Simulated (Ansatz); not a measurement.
Run report: Si2H10O3, single-point calculation

System: Si2H10O3.
Method: RKS PBE0-D4/def2-TZVPP (Ansatz 0.2.0).

The geometry is a transition state. The reaction was set up to form Si1–O8, H7–O10 and H2–H9 and to break Si1–H2, H7–O8 and H9–O10 (atoms counted from 1 in the order of the input); sticks are drawn by distance alone. The geometry comes from this level: PBE0-D4/def2-TZVP.

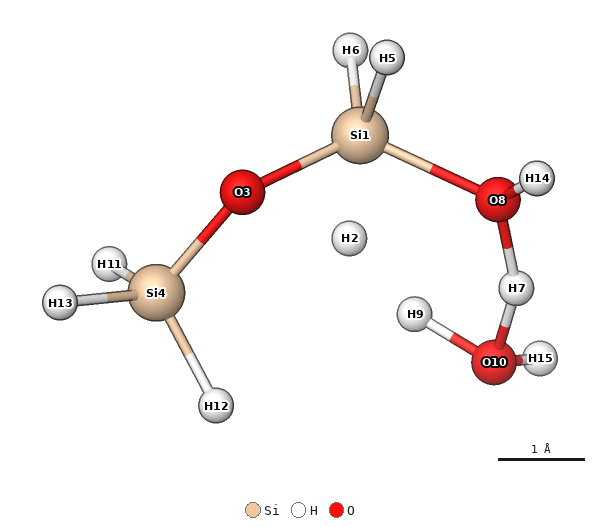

Figure 1. The input geometry (ball-and-stick view, seen at a tilt; atoms are numbered from 1 in the order of the input). Bond lengths as drawn: H–O 0.96 to 1.22 Å, H–Si 1.48 to 1.51 Å and O–Si 1.64 to 1.78 Å.

### Input file
```yaml
crystal:
  periodic: [false, false, false]
  atoms:
    - {symbol: Si, position_ang: [1.086101, 0.661188, -0.221376]}
    - {symbol: H, position_ang: [0.020784, -0.042922, 0.946411]}
    - {symbol: O, position_ang: [1.070912, -0.807453, -0.984837]}
    - {symbol: Si, position_ang: [0.416411, -2.244586, -0.537988]}
    - {symbol: H, position_ang: [1.803793, 1.408262, -1.319781]}
    - {symbol: H, position_ang: [2.006752, 0.888341, 0.927146]}
    - {symbol: H, position_ang: [-1.300896, 1.538739, 0.218622]}
    - {symbol: O, position_ang: [-0.261095, 1.820128, -0.357234]}
    - {symbol: H, position_ang: [-1.100611, 0.269639, 1.067864]}
    - {symbol: O, position_ang: [-1.994034, 0.887910, 0.910511]}
    - {symbol: H, position_ang: [0.920123, -2.700855, 0.784888]}
    - {symbol: H, position_ang: [-1.068793, -2.166816, -0.479232]}
    - {symbol: H, position_ang: [0.803331, -3.238993, -1.570062]}
    - {symbol: H, position_ang: [-0.209166, 2.393592, -1.126103]}
    - {symbol: H, position_ang: [-2.193712, 1.333926, 1.741170]}
basis:
  gaussian: {orbitals: def2-TZVPP}
hamiltonian: {xc: pbe0, dispersion: d4}
output: {orbitals: {seedname: orbitals}}
```

Hardware: 8 threads of AMD EPYC, 23 GiB of memory available, shared host.

Command:
```bash
ansatz run in.yaml --threads 8 --pin off --events-out ev --progress --plain --max-ram 19148MiB
```

### Log
```
Functional definition: PBE0
  name "PBE0"
  cite "Adamo & Barone, J. Chem. Phys. 110, 6158 (1999) doi:10.1063/1.478522"
  cite "Perdew, Burke & Ernzerhof, Phys. Rev. Lett. 77, 3865 (1996) doi:10.1103/PhysRevLett.77.3865"
  parent pbe
  parameter a = 0.25
  parameter kappa = 0.804
  parameter beta = 0.06672455060314922
  exchange = (1 - a)*pbe_x(kappa = kappa, mu = beta*pi^2/3) + a*exact_x
  correlation = pbe_c(beta = beta)
1625 factors; their error is unknown
mean field evaluation 1: about -22041.1350 eV, gradient 7.8e1 eV
mean field evaluation 2: about -22025.7286 eV, gradient 1.2e2 eV
mean field evaluation 4: about -22050.3321 eV, gradient 7.2e0 eV
mean field evaluation 8: about -22050.4101 eV, gradient 4.8e-2 eV
mean field evaluation 16: about -22050.4541 eV, gradient 3.4e-5 eV
mean field -22050.45414773 eV, -810.3392435943 hartree, gradient 3.4e-5 eV, S^2 0.000000; 0 other end points of the search recorded, 0 dependent functions left out
reference -22050.45418463 eV, -810.3392449503 hartree; 31, 31 occupied and 286, 286 virtual orbitals, 1625 factors
Total energy: -22050.71737675 eV, -810.3489170827 hartree
```

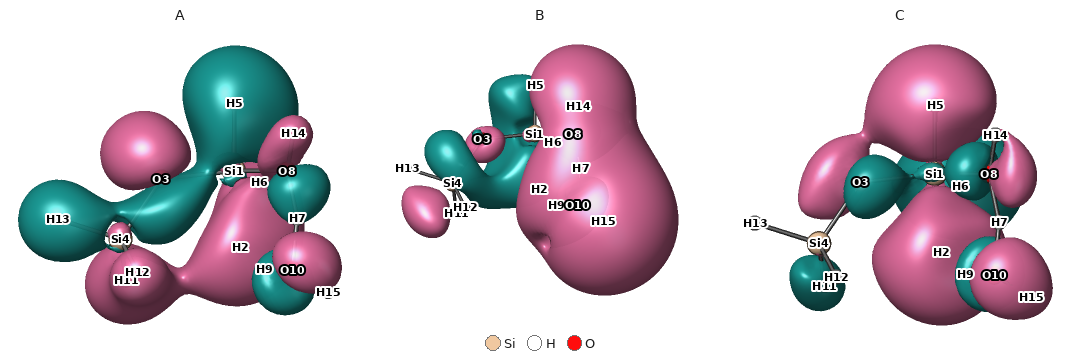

Figure 2. Three frontier orbitals at ±0.05 Å⁻³ᐟ² (teal and pink are the two phases). A is the HOMO−1 (−8.25 eV). By Hirshfeld shares it lies mainly on O3 (30 %), Si1 (15 %), H5 (15 %) and H2 (10 %). C is the HOMO (−7.07 eV). By Hirshfeld shares it lies mainly on Si1 (20 %), H2 (20 %), H6 (15 %) and H5 (15 %). B is the LUMO (0.25 eV). It lies mainly on H15 (35 %), O10 (15 %), Si1 (10 %) and H14 (10 %). The HOMO–LUMO gap is 7.32 eV between the orbital energies.

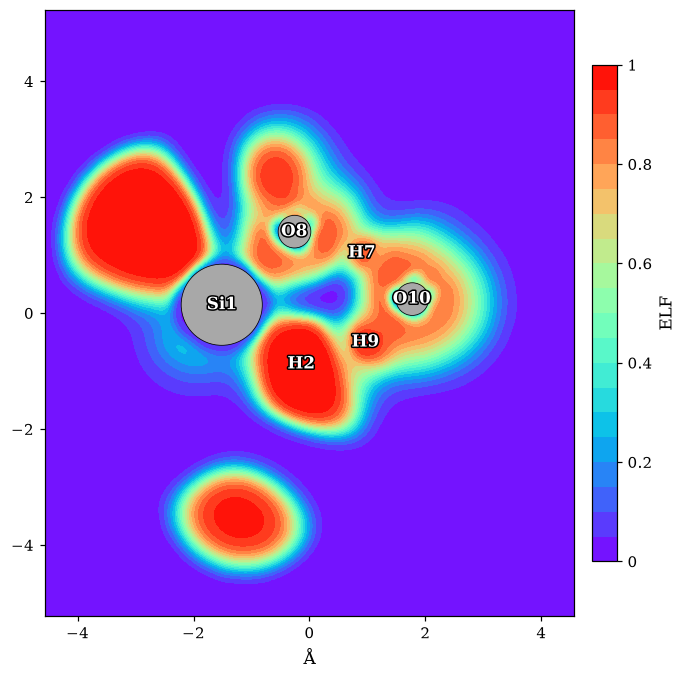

Figure 3. Electron localisation function on the plane of atoms O8, H7 and O10. Grey discs, where drawn, cover atomic cores.

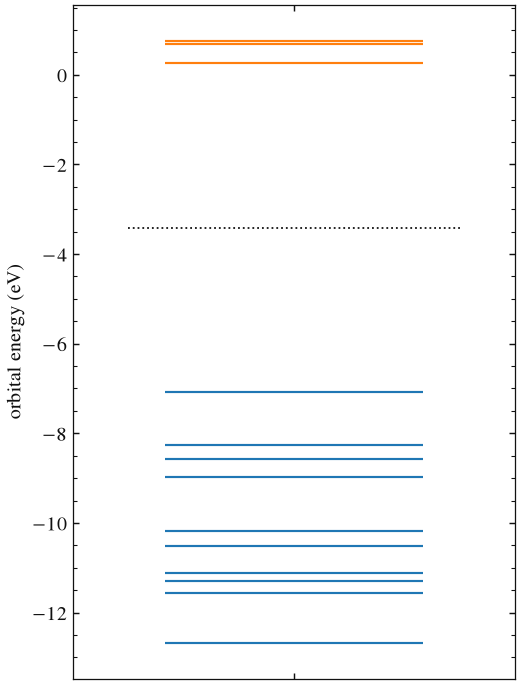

Figure 4. Orbital energies near the frontier; the dotted line parts filled from empty levels, and levels within 0.02 eV of each other stand side by side. Highest filled −7.07 eV, lowest empty 0.25 eV, 7.32 eV apart.

### Key numbers

| quantity | value |
| --- | --- |
| outcome | converged |
| total energy | −22050.7174 eV |
| mean-field energy | −22050.4542 eV |
| dispersion energy | −0.2632 eV |
| SCF solution under orbital rotations | stable |
| HOMO | −7.07 eV |
| LUMO | 0.25 eV |
| wall time | 2.5 s (CPU time 16 s) |
| peak memory | 1 GiB |
